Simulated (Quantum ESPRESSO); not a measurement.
## Collinear magnetic orders of CuO (Tenorite) with Quantum ESPRESSO: start 1: ferro ++

Quantum ESPRESSO 7.5; PBE with U = 6 eV on Cu d (ortho-atomic projectors); plane waves with GBRV 1.5 PBE potentials, no spin-orbit coupling.

The signs are those of the starting moments on the seeded atoms, the atoms that are given a moment.

pw.in reads:

```
&CONTROL
  calculation = 'scf'
  prefix = 'pwscf'
  outdir = './tmp'
  pseudo_dir = './pseudo'
  disk_io = 'nowf'
/
&SYSTEM
  ibrav = 0
  celldm(1) = 8
  nat = 4
  ntyp = 2
  ecutwfc = 40
  ecutrho = 280
  nbnd = 35
  occupations = 'smearing'
  smearing = 'fd'
  degauss = 0.00367493
  nspin = 2
  starting_magnetization(1) = 0.0526
  starting_magnetization(2) = 0
/
&ELECTRONS
  conv_thr = 8d-09
  electron_maxstep = 150
  mixing_beta = 0.3
/
ATOMIC_SPECIES
Cu     63.5460 cu_pbe_v1.2.uspp.F.UPF
O      15.9990 o_pbe_v1.2.uspp.F.UPF
CELL_PARAMETERS alat
   0.5531818906194   -0.4042360396340    0.0000000000000
   0.5531818906194    0.4042360396340    0.0000000000000
  -0.2007898793840    0.0000000000000    1.1947484912637
ATOMIC_POSITIONS crystal
Cu      0.0000000000    0.5000000000    0.0000000000
Cu      0.5000000000    0.0000000000    0.5000000000
O       0.5816000000    0.4184000000    0.2500000000
O       0.4184000000    0.5816000000    0.7500000000
K_POINTS automatic
8 8 8 0 0 0
HUBBARD {ortho-atomic}
U Cu-3d 6.0000
```

Started as:

```
OMP_NUM_THREADS=1 mpirun -n 4 pw.x -nk 4 -in pw.in > pw.out
```

Q: Predict the spin moment in the atom's sphere.

The site moments add up to 1.96 μB, near the cell's 2.00 μB; the rest lies between the atoms. Symmetry leaves 2 kinds of site among the 4 atoms, and equivalent atoms carry values of equal size.

Spin moment in the atom's sphere by atom:

```tsv
atom	spin moment in the atom's sphere (μB)
Cu1	0.702
Cu2	0.702
O3	0.278
O4	0.278
```

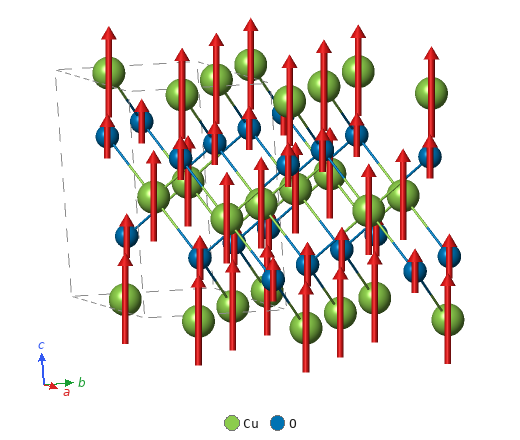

Spin moment in the atom's sphere as arrows, the longest 0.702 μB. Up and down stand for the sign. Arrows give size and sign along the axis of quantisation, drawn up and down the page. Each arrow also spans its atom, so small moments look longer than they are. 2×2×1 conventional cells are drawn. Some periodic images of atoms are drawn too.

This step gave:

| Quantity | Value |
| --- | --- |
| magnetization | 2 μB |
| absolute magnetization | 2.093 μB |
| final state | ferromagnetic |

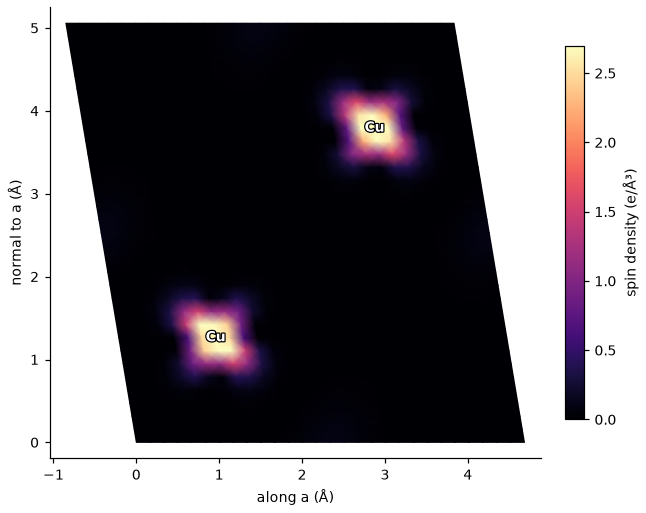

Spin density in the ac plane of the conventional cell at fractional y = 0.250, with atoms of Cu within 0.2 Å of it. The map starts off the cell's origin, so that atoms lie inside it.

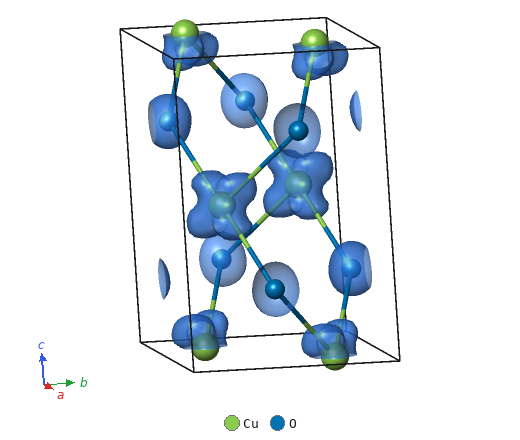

Surface of spin density = 0.25 e/Å³, which holds about 70 % of the integral of its size.

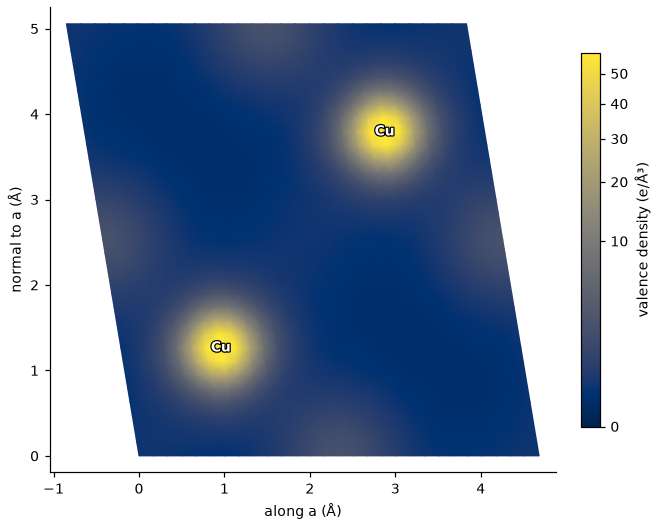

Valence density in the ac plane of the conventional cell at fractional y = 0.250, with atoms of Cu within 0.2 Å of it. It is the smooth field of the valence electrons, not physical close to the nuclei. The colour scale is stretched toward low values.

[Logs and program files are shortened in this print: banners, set-up blocks, solver, clock and traceback lines can be left out without a mark of their own.]

[Logs are printed without paths, hosts, clocks, repeated set-up lines and the standing remarks that a program may print on its own settings, such as how far it seeks lower states.]

[Hosts, paths, dates, database ids (printed as entryN), source tags and the programs' standing remarks are cut or masked in the printed files.]

[Where a cell is said to come from a database of computed structures, the database is the Materials Project.]
